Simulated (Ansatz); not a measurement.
# AlSiH₃ClOF: molecular dynamics (part 3 of 3)

The same run, continued: AlSiH₃ClOF; RKS PBE0-D4/6-31G (Ansatz 0.2.0). It belongs to a series of runs on one base structure; here: dynamics from the start.

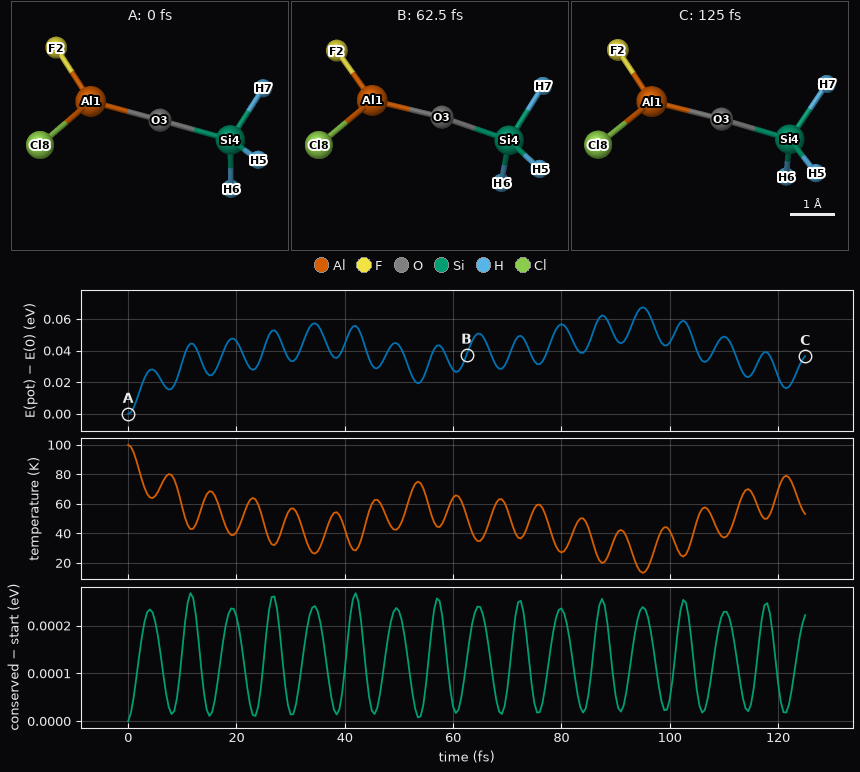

Figure 1. Frames of the molecular dynamics (ball-and-stick, seen at a tilt) above the curves, on which the letters mark them. The trajectory kept here has 251 frames over 125 fs. The temperature starts at 100 K, ranges from 13 to 100 K and averages 45 K over the second half. The potential energy ends 0.037 eV above its first value. The conserved quantity stays within 0.00027 eV. After an unweighted best fit of the last frame on the first, the root-mean-square displacement is 0.16 Å, and F2 has moved furthest (0.27 Å).

```
Total energy: -31795.93938594 eV, -1168.4792203715 hartree
Atom 0 at    -0.143421    -0.009034     0.052444 Å, force    -0.471446     0.081087    -0.138441 eV/Å
Atom 1 at     0.003621     0.683586     1.587070 Å, force     0.003549     0.050115     0.129381 eV/Å
Atom 2 at     1.103198    -0.852774    -0.659703 Å, force    -0.050273     0.154534     0.094423 eV/Å
Atom 3 at     2.487760    -1.517140    -1.360212 Å, force     0.405614    -0.724635     0.295380 eV/Å
Atom 4 at     2.046628    -2.361838    -2.527077 Å, force     0.125681     0.018694     0.063554 eV/Å
Atom 5 at     3.377259    -0.405911    -1.822525 Å, force     0.086499     0.051678    -0.039596 eV/Å
Atom 6 at     3.234576    -2.385732    -0.313704 Å, force    -0.368841     0.425091    -0.536971 eV/Å
Atom 7 at    -2.059684     0.291245    -0.952544 Å, force     0.269218    -0.056565     0.132269 eV/Å
Dipole moment:     0.558656    -0.278250    -0.230377 e Å
```

### Trajectory as extended XYZ (Å, eV, eV/Å), 25 of the 251 frames kept, from step=0 to step=250
```
8
Properties=species:S:1:pos:R:3:forces:R:3 step=0 time_fs=0.0 energy=-31795.97591 temperature=100.0
Al   -0.1399    0.0233    0.0686   -0.0019  -0.0066   0.0048
F    -0.0567    0.6618    1.6365    0.0091  -0.0050  -0.0110
O     1.1514   -0.7589   -0.6489    0.0016   0.0023   0.0002
Si    2.4573   -1.5526   -1.3918   -0.0102   0.0046   0.0104
H     1.9302   -2.6205   -2.3066    0.0018  -0.0007  -0.0005
H     3.2508   -0.5509   -2.1802    0.0055   0.0006  -0.0026
H     3.3265   -2.1732   -0.3360   -0.0004   0.0012  -0.0004
Cl   -2.0234    0.2694   -0.9667   -0.0054   0.0036  -0.0010
8
Properties=species:S:1:pos:R:3:forces:R:3 step=10 time_fs=5.0 energy=-31795.94885 temperature=65.4
Al   -0.1291    0.0281    0.0719   -0.2516  -0.1158  -0.2391
F    -0.0605    0.6651    1.6348    0.0641   0.0554   0.1189
O     1.1423   -0.7846   -0.6500   -0.1650   0.1301   0.0546
Si    2.4555   -1.5469   -1.3938    0.7004  -0.4938   0.4244
H     1.9950   -2.6250   -2.3437   -0.0475   0.1038   0.1180
H     3.2594   -0.5307   -2.1487   -0.0130   0.0587  -0.0334
H     3.3579   -2.1720   -0.2994   -0.4558   0.2662  -0.5243
Cl   -2.0270    0.2706   -0.9671    0.1684  -0.0045   0.0808
8
Properties=species:S:1:pos:R:3:forces:R:3 step=21 time_fs=10.5 energy=-31795.93750 temperature=50.7
Al   -0.1199    0.0323    0.0731   -0.4627  -0.1729  -0.3569
F    -0.0638    0.6695    1.6347    0.1055   0.0773   0.1543
O     1.1295   -0.8106   -0.6503   -0.1771   0.1809   0.0672
Si    2.4592   -1.5442   -1.3933    0.0663   0.3580  -0.5410
H     2.0501   -2.6087   -2.3601   -0.1675  -0.0412  -0.0424
H     3.2623   -0.4965   -2.1213   -0.1000  -0.0214  -0.0057
H     3.3060   -2.1238   -0.3564    0.4526  -0.3785   0.5870
Cl   -2.0296    0.2719   -0.9669    0.2829  -0.0022   0.1376
8
Properties=species:S:1:pos:R:3:forces:R:3 step=31 time_fs=15.5 energy=-31795.95126 temperature=68.2
Al   -0.1157    0.0345    0.0711   -0.6131  -0.1251  -0.2036
F    -0.0654    0.6744    1.6364    0.1258   0.0374   0.0343
O     1.1154   -0.8316   -0.6497    0.0520   0.1144  -0.0358
Si    2.4642   -1.5399   -1.3959    0.2963  -0.0545   0.1930
H     2.0628   -2.5983   -2.3790   -0.1101   0.0077   0.0139
H     3.2443   -0.4673   -2.0996   -0.0087   0.0180  -0.0424
H     3.3276   -2.1435   -0.3169   -0.0485  -0.0062  -0.1028
Cl   -2.0300    0.2731   -0.9657    0.3064   0.0083   0.1435
8
Properties=species:S:1:pos:R:3:forces:R:3 step=42 time_fs=21.0 energy=-31795.93655 temperature=49.4
Al   -0.1173    0.0356    0.0669   -0.5678  -0.0976   0.0398
F    -0.0653    0.6803    1.6387    0.1307  -0.0358  -0.1662
O     1.1009   -0.8526   -0.6496    0.2621   0.0930  -0.0762
Si    2.4723   -1.5356   -1.3971    0.1774  -0.2773   0.5368
H     2.0489   -2.5829   -2.3943    0.0158   0.0834   0.0872
H     3.2221   -0.4322   -2.0862    0.0522  -0.0292  -0.0233
H     3.3439   -2.1693   -0.2959   -0.3045   0.2348  -0.4997
Cl   -2.0281    0.2745   -0.9634    0.2341   0.0287   0.1017
8
Properties=species:S:1:pos:R:3:forces:R:3 step=52 time_fs=26.0 energy=-31795.92600 temperature=35.9
Al   -0.1239    0.0357    0.0633   -0.2768  -0.1911   0.1472
F    -0.0635    0.6853    1.6387    0.1224  -0.0851  -0.2951
O     1.0915   -0.8701   -0.6504    0.2209   0.2162   0.0513
Si    2.4807   -1.5334   -1.3944   -0.7648   0.5508  -0.4394
H     2.0368   -2.5534   -2.3923    0.0194  -0.0712  -0.0965
H     3.2132   -0.4080   -2.0795    0.0339  -0.1152   0.0227
H     3.3071   -2.1530   -0.3689    0.5514  -0.3568   0.5791
Cl   -2.0248    0.2759   -0.9606    0.0938   0.0524   0.0307
8
Properties=species:S:1:pos:R:3:forces:R:3 step=62 time_fs=31.0 energy=-31795.94088 temperature=54.9
Al   -0.1330    0.0340    0.0610    0.0542  -0.3160   0.1940
F    -0.0602    0.6892    1.6350    0.1110  -0.0996  -0.3305
O     1.0853   -0.8843   -0.6506    0.1258   0.3538   0.1636
Si    2.4839   -1.5278   -1.3938   -0.2759  -0.1195   0.2174
H     2.0307   -2.5361   -2.4072    0.0727  -0.0311  -0.0270
H     3.2145   -0.4062   -2.0694    0.0909   0.0113  -0.0102
H     3.3609   -2.1924   -0.3534   -0.1142   0.1298  -0.1516
Cl   -2.0208    0.2777   -0.9575   -0.0645   0.0714  -0.0556
8
Properties=species:S:1:pos:R:3:forces:R:3 step=73 time_fs=36.5 energy=-31795.93040 temperature=41.5
Al   -0.1424    0.0288    0.0604    0.3068  -0.4059   0.1566
F    -0.0549    0.6921    1.6263    0.0990  -0.0689  -0.2399
O     1.0808   -0.8939   -0.6480    0.0894   0.4005   0.1930
Si    2.4845   -1.5226   -1.3917    0.0328  -0.3442   0.2305
H     2.0436   -2.5235   -2.4287    0.0779   0.0510   0.0800
H     3.2370   -0.4042   -2.0589   -0.0060   0.0069   0.0361
H     3.3976   -2.2080   -0.3638   -0.3836   0.2773  -0.3190
Cl   -2.0169    0.2802   -0.9546   -0.2163   0.0833  -0.1373
8
Properties=species:S:1:pos:R:3:forces:R:3 step=83 time_fs=41.5 energy=-31795.92062 temperature=29.0
Al   -0.1483    0.0204    0.0613    0.3593  -0.4019   0.0646
F    -0.0487    0.6938    1.6152    0.0886  -0.0092  -0.0710
O     1.0782   -0.8964   -0.6427    0.1606   0.3080   0.1201
Si    2.4845   -1.5201   -1.3884   -0.5959   0.4983  -0.6165
H     2.0721   -2.5044   -2.4345   -0.0496  -0.0756  -0.0746
H     3.2569   -0.4003   -2.0416   -0.1057  -0.0098   0.0464
H     3.3600   -2.1710   -0.4268    0.4412  -0.3927   0.7077
Cl   -2.0149    0.2831   -0.9529   -0.2986   0.0830  -0.1767
8
Properties=species:S:1:pos:R:3:forces:R:3 step=94 time_fs=47.0 energy=-31795.94272 temperature=57.3
Al   -0.1513    0.0072    0.0629    0.1864  -0.2741   0.0175
F    -0.0407    0.6957    1.6021    0.0788   0.0554   0.1131
O     1.0784   -0.8940   -0.6350    0.2995   0.1173  -0.0777
Si    2.4803   -1.5142   -1.3887    0.1559  -0.2710   0.3579
H     2.0927   -2.4987   -2.4540   -0.0529   0.0052   0.0424
H     3.2551   -0.3936   -2.0127   -0.0152   0.1123  -0.0310
H     3.3871   -2.1983   -0.3637   -0.3564   0.1911  -0.2466
Cl   -2.0150    0.2869   -0.9524   -0.2962   0.0637  -0.1757
8
Properties=species:S:1:pos:R:3:forces:R:3 step=104 time_fs=52.0 energy=-31795.94848 temperature=64.8
Al   -0.1522   -0.0074    0.0646   -0.0039  -0.1226  -0.0176
F    -0.0323    0.6980    1.5915    0.0644   0.0850   0.2206
O     1.0830   -0.8899   -0.6291    0.2702   0.0026  -0.1702
Si    2.4770   -1.5102   -1.3870    0.2523  -0.2327   0.3496
H     2.0982   -2.4938   -2.4641   -0.0246   0.0746   0.1027
H     3.2461   -0.3663   -1.9913   -0.0276  -0.0281  -0.0061
H     3.3529   -2.1970   -0.3354   -0.2935   0.1880  -0.3383
Cl   -2.0172    0.2909   -0.9532   -0.2373   0.0333  -0.1407
8
Properties=species:S:1:pos:R:3:forces:R:3 step=115 time_fs=57.5 energy=-31795.93252 temperature=44.4
Al   -0.1532   -0.0248    0.0663   -0.1219   0.0347  -0.0322
F    -0.0222    0.7017    1.5831    0.0372   0.0639   0.2284
O     1.0923   -0.8850   -0.6253   -0.0081   0.0269  -0.1072
Si    2.4749   -1.5072   -1.3828   -0.3175   0.5055  -0.4426
H     2.0955   -2.4745   -2.4555   -0.0573  -0.0683  -0.1018
H     3.2302   -0.3436   -1.9704    0.0306  -0.1062  -0.0260
H     3.2667   -2.1688   -0.3588    0.5831  -0.4484   0.5652
Cl   -2.0214    0.2954   -0.9552   -0.1461  -0.0079  -0.0837
8
Properties=species:S:1:pos:R:3:forces:R:3 step=125 time_fs=62.5 energy=-31795.93848 temperature=51.9
Al   -0.1553   -0.0402    0.0676   -0.2235   0.2176   0.0611
F    -0.0125    0.7059    1.5783    0.0058  -0.0033   0.1364
O     1.1009   -0.8802   -0.6235   -0.2105   0.0665  -0.0437
Si    2.4715   -1.5016   -1.3811    0.4747  -0.4810   0.4115
H     2.0812   -2.4674   -2.4639    0.0078   0.0181   0.0197
H     3.2245   -0.3452   -1.9585    0.1564   0.0116  -0.0747
H     3.2871   -2.2172   -0.2963   -0.1606   0.2207  -0.4804
Cl   -2.0263    0.2995   -0.9576   -0.0500  -0.0503  -0.0300
8
Properties=species:S:1:pos:R:3:forces:R:3 step=135 time_fs=67.5 energy=-31795.94237 temperature=56.9
Al   -0.1593   -0.0537    0.0694   -0.2914   0.4009   0.1522
F    -0.0027    0.7101    1.5752   -0.0317  -0.0780   0.0341
O     1.1065   -0.8744   -0.6225   -0.2396   0.0512  -0.0035
Si    2.4716   -1.4991   -1.3771    0.5961  -0.4377   0.0456
H     2.0678   -2.4570   -2.4694    0.0300   0.0714   0.0784
H     3.2503   -0.3499   -1.9611    0.0322  -0.0948   0.0120
H     3.2894   -2.2311   -0.3184   -0.1216   0.1747  -0.3380
Cl   -2.0315    0.3033   -0.9601    0.0261  -0.0876   0.0193
8
Properties=species:S:1:pos:R:3:forces:R:3 step=146 time_fs=73.0 energy=-31795.92803 temperature=38.6
Al   -0.1666   -0.0644    0.0730   -0.2741   0.5155   0.1614
F     0.0076    0.7136    1.5724   -0.0744  -0.1204  -0.0076
O     1.1088   -0.8674   -0.6214   -0.0763  -0.0331  -0.0106
Si    2.4767   -1.4998   -1.3731   -0.0154   0.2695  -0.7194
H     2.0577   -2.4324   -2.4621   -0.0543  -0.0808  -0.1134
H     3.2878   -0.3768   -1.9623   -0.0431  -0.0136   0.0210
H     3.2838   -2.2226   -0.4004    0.4680  -0.4217   0.6093
Cl   -2.0371    0.3067   -0.9628    0.0696  -0.1154   0.0593
8
Properties=species:S:1:pos:R:3:forces:R:3 step=156 time_fs=78.0 energy=-31795.93052 temperature=41.7
Al   -0.1758   -0.0695    0.0777   -0.1461   0.4877   0.0704
F     0.0159    0.7152    1.5699   -0.1051  -0.1073   0.0362
O     1.1096   -0.8614   -0.6207    0.0974  -0.0990  -0.0554
Si    2.4824   -1.4996   -1.3742    0.4790  -0.6309   0.1696
H     2.0391   -2.4236   -2.4744    0.0116   0.0035   0.0334
H     3.3142   -0.4035   -1.9589    0.0072   0.1613  -0.0188
H     3.3541   -2.2825   -0.3754   -0.4229   0.3133  -0.3131
Cl   -2.0417    0.3090   -0.9649    0.0791  -0.1286   0.0777
8
Properties=species:S:1:pos:R:3:forces:R:3 step=167 time_fs=83.5 energy=-31795.93723 temperature=50.2
Al   -0.1872   -0.0702    0.0833    0.1962   0.2940  -0.1892
F     0.0236    0.7154    1.5677   -0.1314  -0.0500   0.1519
O     1.1120   -0.8564   -0.6207    0.0692  -0.0762  -0.0092
Si    2.4925   -1.5043   -1.3750    0.0348  -0.1273  -0.1581
H     2.0225   -2.4136   -2.4809    0.0747   0.0327   0.0580
H     3.3389   -0.3988   -1.9564   -0.1253  -0.0206   0.0608
H     3.3428   -2.2859   -0.4033   -0.1681   0.0748   0.0037
Cl   -2.0461    0.3106   -0.9665    0.0497  -0.1274   0.0822
8
Properties=species:S:1:pos:R:3:forces:R:3 step=177 time_fs=88.5 energy=-31795.91671 temperature=23.9
Al   -0.1957   -0.0680    0.0868    0.5345   0.0981  -0.3980
F     0.0288    0.7149    1.5677   -0.1533  -0.0071   0.2253
O     1.1151   -0.8530   -0.6209   -0.0695  -0.0191   0.0406
Si    2.5018   -1.5097   -1.3770   -0.7221   0.5708  -0.4015
H     2.0235   -2.3999   -2.4768    0.0362  -0.1064  -0.1356
H     3.3362   -0.3933   -1.9425   -0.0333  -0.0088   0.0142
H     3.2962   -2.2754   -0.4224    0.3946  -0.4092   0.5768
Cl   -2.0498    0.3111   -0.9674    0.0130  -0.1183   0.0781
8
Properties=species:S:1:pos:R:3:forces:R:3 step=188 time_fs=94.0 energy=-31795.91179 temperature=17.6
Al   -0.1998   -0.0644    0.0867    0.6810   0.0399  -0.3904
F     0.0323    0.7143    1.5708   -0.1767  -0.0229   0.1747
O     1.1174   -0.8498   -0.6207   -0.1007  -0.0349  -0.0423
Si    2.5063   -1.5120   -1.3814   -0.2735  -0.3436   0.6810
H     2.0382   -2.4068   -2.4989    0.1006   0.0188   0.0469
H     3.3274   -0.3868   -1.9241    0.1139   0.0523  -0.0301
H     3.3093   -2.3320   -0.3419   -0.3524   0.4027  -0.5180
Cl   -2.0537    0.3107   -0.9678    0.0078  -0.1123   0.0782
8
Properties=species:S:1:pos:R:3:forces:R:3 step=198 time_fs=99.0 energy=-31795.93263 temperature=44.2
Al   -0.1972   -0.0608    0.0830    0.6157   0.1222  -0.2436
F     0.0331    0.7133    1.5760   -0.1947  -0.0839   0.0382
O     1.1181   -0.8474   -0.6210   -0.0543  -0.1024  -0.1447
Si    2.5072   -1.5156   -1.3808   -0.4731   0.2384   0.1877
H     2.0733   -2.4118   -2.5130    0.0425   0.0637   0.0702
H     3.3408   -0.3743   -1.9119   -0.0236  -0.1493   0.0496
H     3.2629   -2.3141   -0.3571    0.0482   0.0228  -0.0503
Cl   -2.0572    0.3096   -0.9676    0.0393  -0.1115   0.0928
8
Properties=species:S:1:pos:R:3:forces:R:3 step=208 time_fs=104.0 energy=-31795.92564 temperature=35.4
Al   -0.1892   -0.0560    0.0772    0.3996   0.2517  -0.0512
F     0.0315    0.7113    1.5815   -0.1952  -0.1475  -0.1112
O     1.1179   -0.8466   -0.6236   -0.0101  -0.1459  -0.2248
Si    2.5040   -1.5173   -1.3785   -0.6175   0.6215  -0.1167
H     2.1163   -2.4056   -2.5153   -0.1143  -0.0573  -0.1024
H     3.3530   -0.3893   -1.8912    0.0171  -0.0135  -0.0029
H     3.2310   -2.2956   -0.3774    0.4128  -0.3939   0.4903
Cl   -2.0605    0.3077   -0.9668    0.1077  -0.1149   0.1190
8
Properties=species:S:1:pos:R:3:forces:R:3 step=219 time_fs=109.5 energy=-31795.92788 temperature=38.4
Al   -0.1765   -0.0481    0.0702    0.0759   0.3440   0.0939
F     0.0269    0.7069    1.5861   -0.1618  -0.1738  -0.2006
O     1.1174   -0.8481   -0.6302   -0.0341  -0.1041  -0.2256
Si    2.4958   -1.5149   -1.3757    0.3692  -0.5097   0.6341
H     2.1360   -2.4074   -2.5348   -0.1127   0.0670   0.0996
H     3.3721   -0.4076   -1.8691    0.0356   0.1110  -0.0281
H     3.2701   -2.3428   -0.3180   -0.3833   0.3854  -0.5244
Cl   -2.0631    0.3047   -0.9649    0.2111  -0.1197   0.1511
8
Properties=species:S:1:pos:R:3:forces:R:3 step=229 time_fs=114.5 energy=-31795.95265 temperature=70.0
Al   -0.1641   -0.0378    0.0646   -0.1303   0.2949   0.0332
F     0.0206    0.7007    1.5877   -0.1096  -0.1320  -0.1521
O     1.1163   -0.8509   -0.6396   -0.2044   0.0446  -0.0581
Si    2.4906   -1.5157   -1.3688    0.3871  -0.0050  -0.1898
H     2.1253   -2.3965   -2.5348   -0.0881   0.0715   0.0821
H     3.3936   -0.4037   -1.8541   -0.1506  -0.0772   0.0346
H     3.2400   -2.3206   -0.3545    0.0141  -0.0835   0.0784
Cl   -2.0641    0.3011   -0.9621    0.2818  -0.1133   0.1718
8
Properties=species:S:1:pos:R:3:forces:R:3 step=240 time_fs=120.0 energy=-31795.95215 temperature=69.5
Al   -0.1518   -0.0236    0.0587   -0.3050   0.1621  -0.1062
F     0.0120    0.6920    1.5874   -0.0462  -0.0352  -0.0015
O     1.1115   -0.8533   -0.6509   -0.2763   0.1829   0.1077
Si    2.4883   -1.5166   -1.3629    0.1303   0.1067  -0.3455
H     2.0891   -2.3706   -2.5196   -0.0498  -0.0881  -0.1274
H     3.3853   -0.4113   -1.8325    0.0141   0.0709  -0.0505
H     3.2158   -2.3243   -0.3677    0.2261  -0.3092   0.3551
Cl   -2.0629    0.2963   -0.9577    0.3068  -0.0900   0.1683
8
Properties=species:S:1:pos:R:3:forces:R:3 step=250 time_fs=125.0 energy=-31795.93935 temperature=53.1
Al   -0.1434   -0.0090    0.0524   -0.4714   0.0811  -0.1384
F     0.0036    0.6836    1.5871    0.0035   0.0501   0.1294
O     1.1032   -0.8528   -0.6597   -0.0503   0.1545   0.0944
Si    2.4878   -1.5171   -1.3602    0.4056  -0.7246   0.2954
H     2.0466   -2.3618   -2.5271    0.1257   0.0187   0.0636
H     3.3773   -0.4059   -1.8225    0.0865   0.0517  -0.0396
H     3.2346   -2.3857   -0.3137   -0.3688   0.4251  -0.5370
Cl   -2.0597    0.2912   -0.9525    0.2692  -0.0566   0.1323
```

The run was set up as follows.

### Input file
```yaml
crystal:
  periodic: [false, false, false]
  atoms:
    - { symbol: Al, position_ang: [-0.139936, 0.023318, 0.068632] }
    - { symbol: F, position_ang: [-0.05667, 0.661846, 1.636453] }
    - { symbol: O, position_ang: [1.151406, -0.758881, -0.648868] }
    - { symbol: Si, position_ang: [2.457327, -1.552585, -1.391772] }
    - { symbol: H, position_ang: [1.930188, -2.620515, -2.306631] }
    - { symbol: H, position_ang: [3.250792, -0.550919, -2.180231] }
    - { symbol: H, position_ang: [3.326471, -2.173178, -0.336001] }
    - { symbol: Cl, position_ang: [-2.023378, 0.269413, -0.966681] }
basis:
  gaussian: { orbitals: "6-31G" }
hamiltonian:
  xc: pbe0
  dispersion: d4
md:
  timestep: 0.5
  n_steps: 250
  ensemble: nve
  temperature: 100.0
  initial_velocities: maxwell_boltzmann
  seed: 526283
```

Launched with:
```bash
ansatz run input.yaml --threads 1 --pin off --max-ram 2048MiB --backend cpu --events-out ev --progress --plain --runs-dir out
```

### Results in brief

| quantity | value |
| --- | --- |
| outcome | finished |
| mean temperature over the second half | 45 K |
| trajectory | 250 steps, 125 fs |
| ensemble | nve |
| temperature in the input | 100.0 K |
| time step | 0.5 fs |
| potential energy (last step) | −31795.9394 eV |
| mean-field energy (last step) | −31795.7856 eV |
| largest force (length of the vector) (last step) | 0.881 eV/Å |
| hardware | 1 thread of AMD EPYC (Zen 5), 32 GiB of memory available, shared host |
| wall time | 5.3 min |
| peak memory | 0.16 GiB |

So short a trajectory is not equilibrated.
